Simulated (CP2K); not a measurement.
# PM3 run of AlSiH3OF (SMILES [F][Al][O][SiH3])

Aim: the energy difference between two shapes of AlSiH3OF at PM3, from 2 runs. 

The calculation is run with CP2K 2026.2.

4 further runs of the same task are left out: 2 that didn't finish, 2 set aside as unsound or not needed.

### Step 1. The structure to begin with

AlSiH3OF has 7 atoms, charge 0, and is taken as a doublet. SMILES: `[F][Al][O][SiH3]`. Geometry: relaxed at PBE0-D4/def2-TZVP. This is one conformer, not always the lowest.

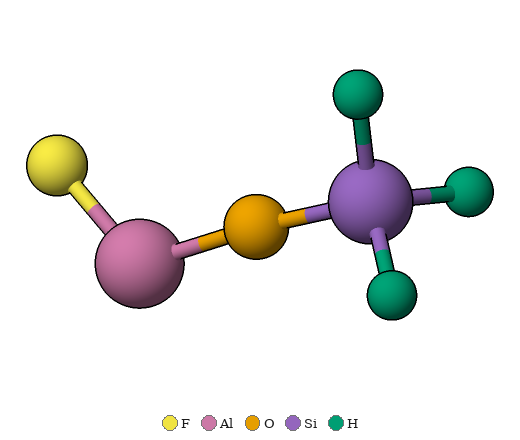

The structure, seen from a chosen angle (fluorine yellow, aluminium pink, oxygen amber, silicon purple, hydrogen teal).

### Step 2. Energy and gradient at PM3

Contents of gas.inp:

```
&GLOBAL
  PROJECT_NAME gas
  RUN_TYPE ENERGY_FORCE
  PRINT_LEVEL MEDIUM
&END GLOBAL

&FORCE_EVAL
  METHOD QUICKSTEP
  &DFT
    CHARGE 0
    MULTIPLICITY 2
    UKS T
    &QS
      METHOD PM3
      EPS_DEFAULT 1.0E-10
      &SE
        &COULOMB
          CUTOFF [angstrom] 50
          RC_RANGE [angstrom] 0
        &END COULOMB
        &EXCHANGE
          CUTOFF [angstrom] 50
          RC_RANGE [angstrom] 0
        &END EXCHANGE
      &END SE
    &END QS
    &POISSON
      PERIODIC NONE
      POISSON_SOLVER ANALYTIC
    &END POISSON
    &SCF
      SCF_GUESS ATOMIC
      EPS_SCF 1.0E-06
      MAX_SCF 150
      ADDED_MOS 4
      &DIAGONALIZATION
        ALGORITHM STANDARD
      &END DIAGONALIZATION
      &MIXING
        METHOD DIRECT_P_MIXING
        ALPHA 0.4
      &END MIXING
    &END SCF
    &PRINT
      &MOMENTS
        PERIODIC F
        REFERENCE COM
        MAX_MOMENT 1
      &END MOMENTS
      &MO ON
        ENERGIES T
        OCCUPATION_NUMBERS T
        NDIGITS 6
        &EACH
          QS_SCF 0
        &END EACH
        ADD_LAST NUMERIC
      &END MO
      &HIRSHFELD OFF
      &END HIRSHFELD
    &END PRINT
  &END DFT
  &SUBSYS
    &CELL
      ABC [angstrom] 10.2 12.9 11.1
      PERIODIC NONE
    &END CELL
    &COORD
      F      5.226050     3.988400     7.088800
      Al     4.167650     4.852400     6.161700
      O      4.503650     6.445200     5.763900
      Si     4.728750     7.989300     5.294600
      H      4.021550     8.240600     4.011200
      H      4.192850     8.911600     6.329300
      H      6.178450     8.255200     5.106900
    &END COORD
  &END SUBSYS
  &PRINT
    &FORCES ON
    &END FORCES
  &END PRINT
&END FORCE_EVAL
```

Command:

```console
OMP_NUM_THREADS=1 cp2k.psmp gas.inp > gas.out
```

Standard output:

```text
CP2K| version string:                                       CP2K version 2026.2
[...]
 GLOBAL| Method name                                                        CP2K
[...]
 GLOBAL| Run type                                                   ENERGY_FORCE
[...]
                             - Atoms:                                          7
[...]
                             - Spherical basis functions:                     19
[...]
 Number of electrons:                                                         12
[...]
     1 P_Mix/Diag. 0.40E+00    0.0     0.48813224       -29.7031408057 -2.97E+01
[...]
    26 DIIS/Diag.  0.98E-07    0.0     0.00000020       -33.3225210584 -6.75E-13
  *** SCF run converged in    26 steps ***
  Core-core repulsion energy [eV]:                            973.67953935116395
  Core Hamiltonian energy [eV]:                             -1522.50787324897919
  Two-electron integral energy [eV]:                         -715.84715537839861
  Electronic energy [eV]:                                   -1880.43145093817839
  Total energy [eV]:                                         -906.75191158701466
  Atomic reference energy [eV]:                               899.05950224315643
  Heat of formation [kcal/mol]:                              -177.39118767126160
[...]
 SE_DIPOLE| Moment [Debye]          1.09544943      -1.28664607       1.09315811
 SE_DIPOLE| Derivative [a.u.]       0.00000000       0.00000000       0.00000000
 ENERGY| Total FORCE_EVAL ( QS ) energy [hartree]            -33.322521058352848
 FORCES| Atomic forces [hartree/bohr]
 FORCES|   Atom     x               y               z               |f|
 FORCES|      1  8.20751323E-03 -3.14068244E-03  5.89199449E-03   1.05803005E-02
 FORCES|      2 -1.23214588E-02 -1.03647991E-02 -3.22679538E-03   1.64213159E-02
 FORCES|      3 -1.08200746E-03 -1.23695002E-02  4.38959273E-03   1.31698064E-02
 FORCES|      4  3.32869416E-03  1.33973674E-02 -3.45293620E-03   1.42299834E-02
 FORCES|      5 -2.09736785E-03  3.15802776E-03 -4.94553989E-03   6.23140883E-03
 FORCES|      6 -1.33917899E-03  5.63200196E-03  2.69595119E-03   6.38600025E-03
 FORCES|      7  5.30380571E-03  3.68758467E-03 -1.35226694E-03   6.59979254E-03
 FORCES| Sum    -1.38777878E-17  2.77555756E-16  8.32667268E-17
 FORCES| Total atomic force                                       2.90108839E-16
[...]
```

Run time: 0.86 s. Hardware: 1 thread of Intel Xeon 6975P-C (Granite Rapids), shared host; peak memory 0.19 GiB.

### Step 3. The distorted shape at the same level

Contents of job.inp:

```
&GLOBAL
  PROJECT job
  RUN_TYPE ENERGY_FORCE
  PRINT_LEVEL MEDIUM
&END GLOBAL

&FORCE_EVAL
  METHOD Quickstep
  &DFT
    CHARGE 0
    MULTIPLICITY 2
    UNRESTRICTED_KOHN_SHAM T
    &QS
      METHOD PM3
      EPS_DEFAULT 1.0E-10
      &SE
        &COULOMB
          CUTOFF [angstrom] 50
          RC_RANGE [angstrom] 0
        &END COULOMB
        &EXCHANGE
          CUTOFF [angstrom] 50
          RC_RANGE [angstrom] 0
        &END EXCHANGE
      &END SE
    &END QS
    &POISSON
      PERIODIC NONE
      POISSON_SOLVER ANALYTIC
    &END POISSON
    ! self-consistent field
    &SCF
      SCF_GUESS ATOMIC
      EPS_SCF 1.0E-06
      MAX_SCF 150
      ADDED_MOS 4
      &DIAGONALIZATION
        ALGORITHM STANDARD
      &END DIAGONALIZATION
      &MIXING
        METHOD DIRECT_P_MIXING
        ALPHA 0.4
      &END MIXING
    &END SCF
    ! extra output
    &PRINT
      &MOMENTS
        PERIODIC F
        REFERENCE COM
        MAX_MOMENT 1
      &END MOMENTS
      &MO ON
        ENERGIES T
        OCCUPATION_NUMBERS T
        NDIGITS 6
        &EACH
          QS_SCF 0
        &END EACH
        ADD_LAST NUMERIC
      &END MO
      &HIRSHFELD OFF
      &END HIRSHFELD
    &END PRINT
  &END DFT
  ! structure
  &SUBSYS
    ! box in angstrom
    &CELL
      ABC [angstrom] 10.3 12.8 11.1
      PERIODIC NONE
    &END CELL
    &COORD
      F      5.254588     4.023589     7.079647
      Al     4.181515     4.615529     6.269966
      O      4.699582     6.255369     5.813437
      Si     4.807380     7.987658     5.342661
      H      3.997675     8.164007     4.020353
      H      4.226152     8.776411     6.331475
      H      6.302325     8.129335     5.025698
    &END COORD
  &END SUBSYS
  &PRINT
    &FORCES ON
    &END FORCES
  &END PRINT
&END FORCE_EVAL
```

Command:

```console
OMP_NUM_THREADS=1 cp2k.psmp -i job.inp > job.out 2>&1
```

Standard output:

```text
CP2K| version string:                                       CP2K version 2026.2
[...]
 GLOBAL| Method name                                                        CP2K
[...]
 GLOBAL| Run type                                                   ENERGY_FORCE
[...]
                             - Atoms:                                          7
[...]
                             - Spherical basis functions:                     19
[...]
 Number of electrons:                                                         12
[...]
     1 P_Mix/Diag. 0.40E+00    0.0     0.48573857       -29.6874231148 -2.97E+01
[...]
    25 DIIS/Diag.  0.18E-06    0.0     0.00000079       -33.2680206157 -2.56E-12
  *** SCF run converged in    25 steps ***
  Core-core repulsion energy [eV]:                            982.51332288012259
  Core Hamiltonian energy [eV]:                             -1518.31742940351069
  Two-electron integral energy [eV]:                         -738.92954519647731
  Electronic energy [eV]:                                   -1887.78220200174951
  Total energy [eV]:                                         -905.26887912162658
  Atomic reference energy [eV]:                               899.05950224315643
  Heat of formation [kcal/mol]:                              -143.19164385729721
[...]
 SE_DIPOLE| Moment [Debye]          1.31271525      -0.93998397       0.63432538
 SE_DIPOLE| Derivative [a.u.]       0.00000000       0.00000000       0.00000000
 ENERGY| Total FORCE_EVAL ( QS ) energy [hartree]            -33.268020615698482
 FORCES| Atomic forces [hartree/bohr]
 FORCES|   Atom     x               y               z               |f|
 FORCES|      1  1.47969735E-01 -8.82540790E-02  1.14401710E-01   2.06812901E-01
 FORCES|      2 -1.30660477E-01  1.31748661E-01 -1.24871683E-01   2.23657790E-01
 FORCES|      3 -1.51426645E-02  2.65799080E-02 -6.68859400E-03   3.13134011E-02
 FORCES|      4  2.59932976E-03 -9.47167709E-02 -1.55900608E-02   9.60264193E-02
 FORCES|      5  8.66739964E-03  2.92614241E-04  1.26442478E-02   1.53325289E-02
 FORCES|      6 -4.41931496E-03  1.65377902E-02  1.64220398E-02   2.37215565E-02
 FORCES|      7 -9.01400850E-03  7.81187613E-03  3.68234060E-03   1.24834847E-02
 FORCES| Sum    -2.32452946E-16 -5.55111512E-16  0.00000000E+00
 FORCES| Total atomic force                                       6.01816553E-16
[...]
```

It took 0.94 s on 1 thread of Intel Xeon 6975P-C (Granite Rapids), shared host; peak memory 0.18 GiB.

### Step 4. What came out

Level: PM3.

| quantity | value |
| --- | --- |
| first shape: total energy | -33.32252 Eh |
| first shape: dipole moment | 2.01 D |
| first shape: HOMO energy (highest over α and β) | -8.96 eV |
| first shape: LUMO energy (lowest over α and β) | -1.44 eV |
| first shape: heat of formation at this unrelaxed shape | -177.4 kcal/mol |
| first shape: largest force on an atom | 0.844 eV/Å |
| distorted shape: total energy | -33.26802 Eh |
| distorted shape: dipole moment | 1.73 D |
| distorted shape: HOMO energy (highest over α and β) | -8.77 eV |
| distorted shape: LUMO energy (lowest over α and β) | -1.20 eV |
| distorted shape: heat of formation at this unrelaxed shape | -143.2 kcal/mol |
| distorted shape: largest force on an atom | 11.501 eV/Å |
| energy change with the atoms displaced | 1.483 eV |

**Reading.** With the atoms displaced the energy rises by 1.48 eV (143 kJ/mol). The first shape isn't relaxed at this level, so the change isn't measured from a minimum. The largest force (first shape) is 0.84 eV/Å: the shape isn't a stationary point for this species at this level.
